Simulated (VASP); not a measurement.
Band structure of Na₂S (antifluorite). All values below come from vdW-DF-cx, VASP's PBE PAW potentials (set 64) (plane waves; VASP 6.6.1).

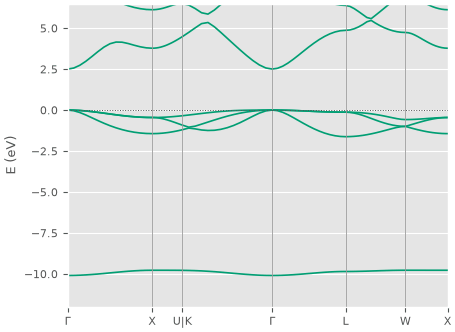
Bands along high-symmetry lines, zero at the valence-band maximum or, without a gap, the Fermi level

Problem. Read the plot: is there a gap, and where are the band edges?

Solution. The gap is direct, 2.50 eV, from the valence maximum at Γ to the conduction minimum at Γ. (Edges off the drawn lines would not show.)

The compound is Na2S in the antifluorite structure. It was relaxed first.
